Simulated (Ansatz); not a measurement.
# Ligand exchange: CH8O3Si2 + C3H8MgO → CH8O4Si2 + C3H8Mg

Species: CH8O3Si2 `C[SiH](O)O[SiH2]O`, singlet; C3H8MgO `C[CH](C)[Mg][OH]`, singlet; CH8O4Si2 `C[SiH](O)O[SiH](O)O`, singlet; C3H8Mg `C[CH](C)[MgH]`, singlet. The partners trade H for OH: Si–H and Mg–OH bonds give way to Si–OH and Mg–H.

Shapes, held fixed at every level: PBE0-D4/def2-TZVP. Flexible molecules stand in one conformer, not always the lowest. Programs: Ansatz 0.2.0. Electronic energies: no zero-point or thermal term.

| level | kind | ΔE (kJ/mol) | less CCSD(T)/def2-TZVPP |
| --- | --- | --- | --- |
| HF/def2-TZVPP | Hartree–Fock | -6.2 | -12.1 |
| PBE-D4/def2-TZVPP | GGA | +7.7 | +1.8 |
| r2SCAN-D4/def2-TZVPP | meta-GGA | +6.7 | +0.8 |
| B3LYP-D4/def2-TZVPP | global hybrid | +6.4 | +0.5 |
| wB97M-V/def2-TZVPP | range-separated hybrid | +4.4 | -1.5 |
| wB97X-V/def2-TZVPP | range-separated hybrid | +6.4 | +0.5 |
| MP2/def2-TZVPP | perturbation theory | +13.6 | +7.7 |
| CCSD(T)/def2-TZVPP | coupled cluster or CI | +5.9 | 0.0 |

The highest level, CCSD(T)/def2-TZVPP, gives ΔE = +5.9 kJ/mol; the levels span -6.2 to +13.6. They disagree on the sign: 7 of 8 are positive. The column of differences is taken from that level and isn't an error. No measured value is set beside it here. Correlated rows may include outer-core shells of Mg, which these sets cover unevenly.

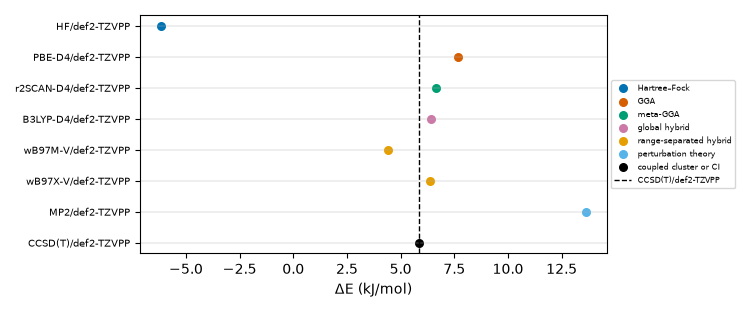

The values of the table, level by level.
